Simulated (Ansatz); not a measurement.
C11H13ClZr

Input

```
crystal:
  periodic: [false, false, false]
  atoms:
    - {symbol: C, position_ang: [-0.117353, -1.408510, 1.843199]}
    - {symbol: Zr, position_ang: [-0.138790, -0.431588, -0.201776]}
    - {symbol: Cl, position_ang: [-0.806087, -2.358554, -1.499633]}
    - {symbol: C, position_ang: [-2.619122, 0.021362, -0.023201]}
    - {symbol: C, position_ang: [-2.179838, 0.659650, -1.202554]}
    - {symbol: C, position_ang: [-1.305075, 1.699227, -0.835631]}
    - {symbol: C, position_ang: [-1.202725, 1.704519, 0.575333]}
    - {symbol: C, position_ang: [-2.024622, 0.673527, 1.074131]}
    - {symbol: C, position_ang: [2.280779, -1.184600, -0.342016]}
    - {symbol: C, position_ang: [2.243916, -0.122705, 0.587586]}
    - {symbol: C, position_ang: [1.881271, 1.047474, -0.105027]}
    - {symbol: C, position_ang: [1.690761, 0.707513, -1.467104]}
    - {symbol: C, position_ang: [1.955627, -0.668894, -1.609410]}
    - {symbol: H, position_ang: [0.098335, -0.744906, 2.686094]}
    - {symbol: H, position_ang: [-1.097430, -1.864077, 2.020149]}
    - {symbol: H, position_ang: [0.629788, -2.208436, 1.848522]}
    - {symbol: H, position_ang: [-3.267238, -0.840716, 0.021960]}
    - {symbol: H, position_ang: [-2.439813, 0.371659, -2.210217]}
    - {symbol: H, position_ang: [-0.807712, 2.378757, -1.510912]}
    - {symbol: H, position_ang: [-0.615263, 2.388896, 1.168913]}
    - {symbol: H, position_ang: [-2.161376, 0.420760, 2.113361]}
    - {symbol: H, position_ang: [2.488015, -2.219887, -0.116149]}
    - {symbol: H, position_ang: [2.446438, -0.199119, 1.644392]}
    - {symbol: H, position_ang: [1.777626, 2.033087, 0.322682]}
    - {symbol: H, position_ang: [1.421849, 1.386240, -2.262412]}
    - {symbol: H, position_ang: [1.868018, -1.240698, -2.520280]}
basis:
  gaussian: {orbitals: def2-TZVPP}
hamiltonian: {xc: pbe0, dispersion: d4}
output: {orbitals: {seedname: orbitals}}
```

Command:

```sh
ansatz run in.yaml --threads 11 --pin off --events-out ev --progress --plain --max-ram 174080MiB --backend cuda --devices 0, --max-vram 75GiB
```

Geometry: PBE0-D4/def2-TZVP; core potentials replace the inner electrons of Zr.

Level of theory: RKS PBE0-D4/def2-TZVPP in Ansatz 0.2.0.

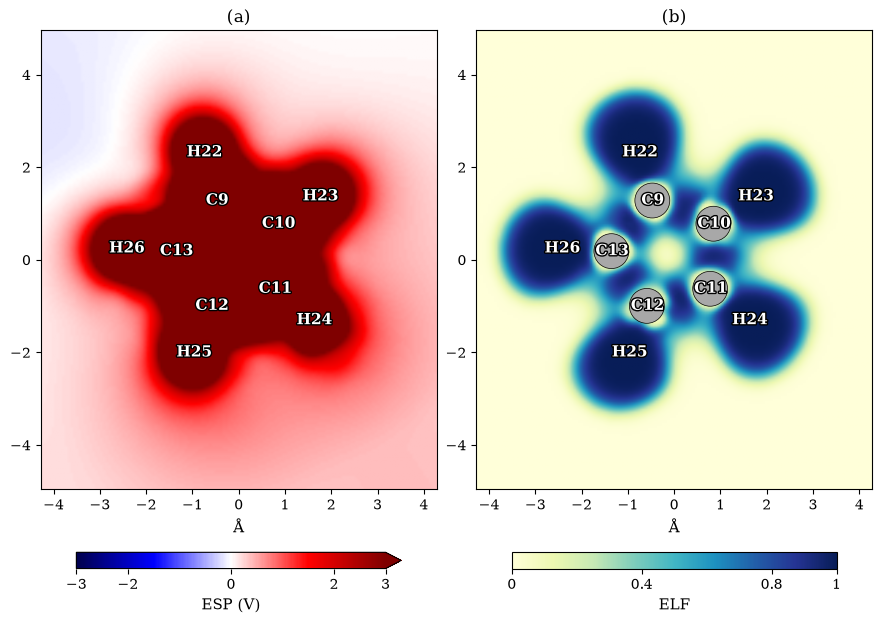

Figure 1. (a) molecular electrostatic potential; (b) ELF on the plane of atoms C11, C12 and C13. Grey discs cover the atomic cores in the ELF map.

> Describe what can be read from this map.

- Atoms in the plane: C and H.
- C–C (1.41 Å): the ELF peaks at about 0.95 between the atoms (a covalent bond).
- C–H (1.08 Å): the ELF climbs to about 1 towards the hydrogen, as it does in any bond to H (a covalent bond by its length).
- The potential has no marked negative region in this plane.

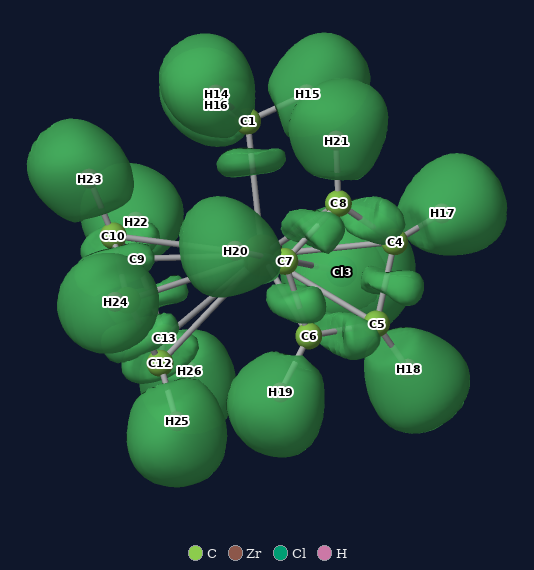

Figure 2. Isosurface of the electron localisation function at 0.8 (green), seen at a tilt. Core shells and regions of very low density are left out.

> Identify the bonds, lone pairs and shells in this picture.

The ELF exceeds this value in ten regions between bonded C–C atoms (shared pairs), 13 regions around hydrogen nuclei, one lobe of the valence shell of C pointing towards Zr and one region wrapped around Cl (its valence shell). Along the contacts the grid gives the following. C–Zr (2.27 Å): the ELF peaks at about 0.95 in the valence shell of C, 0.7 Å from its nucleus, and is about 0.50 at the midpoint.

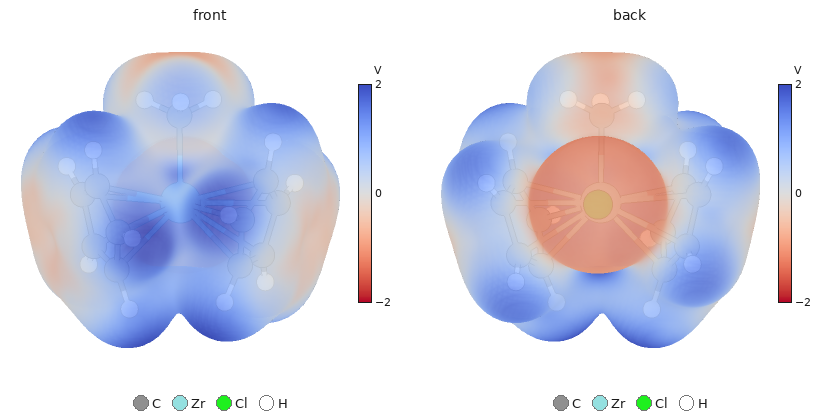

Figure 3. The electrostatic potential painted on the density surface at 0.004 e/bohr³, seen from the front and from behind; the colour scale runs from red (negative) to blue (positive).

> Describe the electrostatic potential map.

The most negative region (about −1.1 V) lies over Cl3, the most positive (about +1.9 V) over the H and Zr atoms.
